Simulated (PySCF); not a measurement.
**C2H10O2Si2 (SMILES OCC[SiH2]O[SiH3]): density, localisation and related maps**

```tsv
atom	x (Å)	y (Å)	z (Å)
O	2.5149	-1.0416	0.0187
C	2.3162	0.3468	0.1954
C	0.8798	0.6370	-0.2000
Si	-0.1888	-0.7938	0.4595
O	-1.7445	-0.3232	0.4554
Si	-3.2172	0.2965	0.2333
H	3.3890	-1.2906	0.3364
H	2.4697	0.6147	1.2499
H	3.0356	0.9165	-0.4113
H	0.5776	1.6070	0.1920
H	0.8074	0.6896	-1.2860
H	-0.1214	-1.9766	-0.3909
H	0.1085	-1.0557	1.8690
H	-3.8963	0.1977	1.5239
H	-3.0687	1.6904	-0.1891
H	-3.8694	-0.5058	-0.8001
```

Geometry: GFN2-xTB.

All numbers below come from CAM-B3LYP/def2-SVPD, SCF density, gas phase in PySCF.

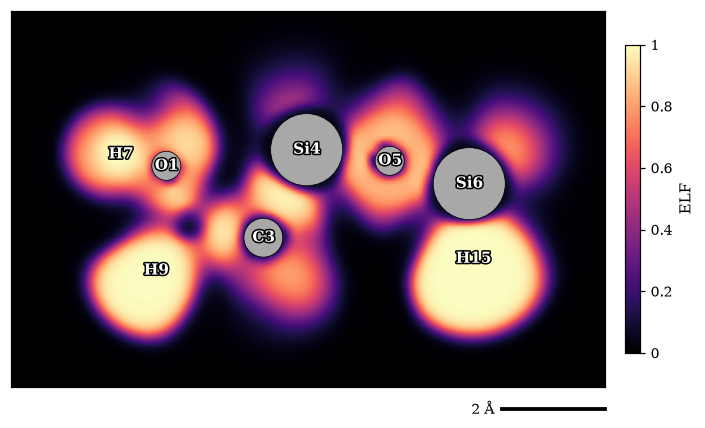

Figure 1. Electron localisation function on the plane of atoms C3, Si4 and O5. Grey discs cover the atomic cores.

Describe what can be read from this map.

The section cuts through O, C, Si and H sites. Si–O (1.61 Å): the ELF peaks at about 0.85 between the atoms; a short, strongly polar bond. C–Si (1.90 Å): the ELF peaks at about 1 between the atoms: a covalent bond. O–H (0.96 Å): the ELF climbs to about 1 towards the hydrogen, as it does in any bond to H (a covalent bond by its length). Si–H (1.46 Å): the ELF climbs to about 1 towards the hydrogen. The ELF also peaks beside O1 and O5, away from the bonds: lone-pair regions.

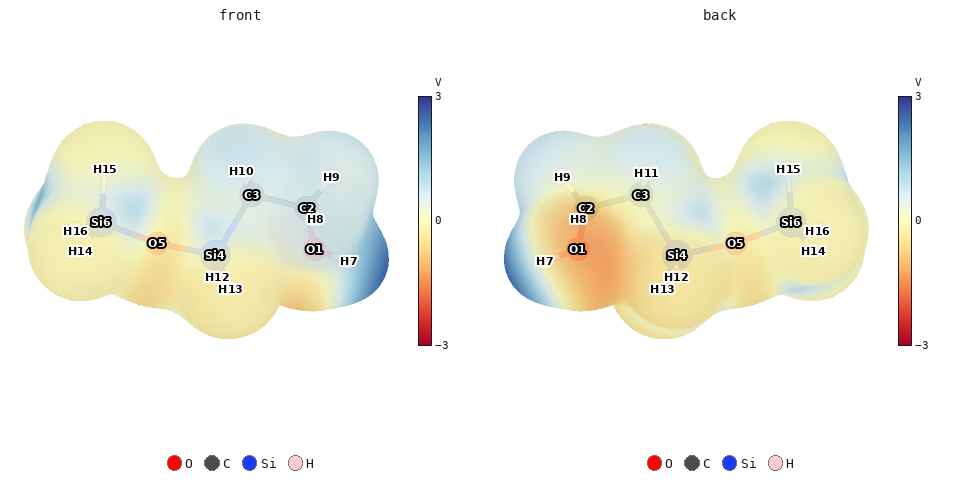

Figure 2. The electrostatic potential painted on the density surface at 0.002 e/bohr³, seen from the front and from behind; red is negative and blue positive.

Which sites attract a positive test charge, and which a negative one?

A positive charge is drawn to the negative regions and a negative charge to the positive ones. The most negative region (about −1.3 V) lies over O1, the most positive (about +2.4 V) over H7. O1 is the likeliest acceptor of a hydrogen bond.
